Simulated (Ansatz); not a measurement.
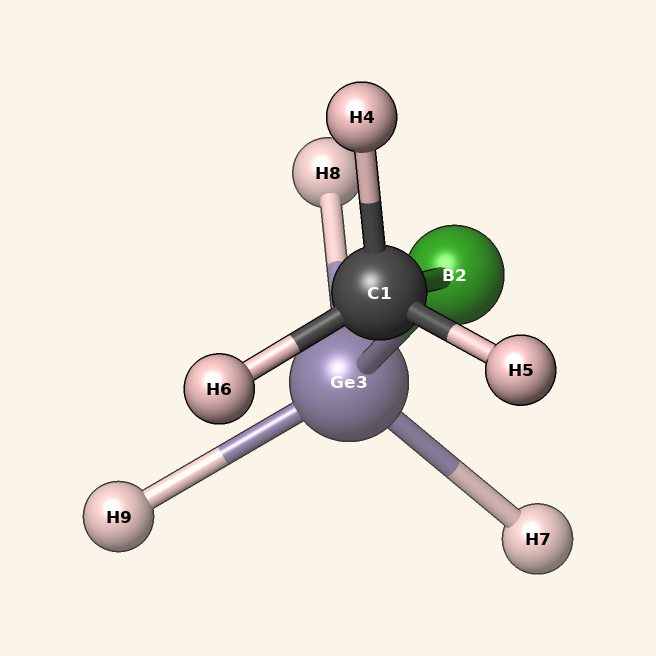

B2 lies behind C1. The molecule seen a little off the C1–B2 bond, C1 in front. Depth is shown by fading: the farther an atom, the more it takes the colour of the background. The species is neutral and a spin doublet. The geometry was computed by an optimisation with PBE-D4/def2-SVP. No frequency run is at hand to confirm it as a minimum.

What is the torsion angle H4–C1–B2–Ge3? The sign is positive where the front bond must turn clockwise to cover the back bond.

Answer. −124°, anticlinal.
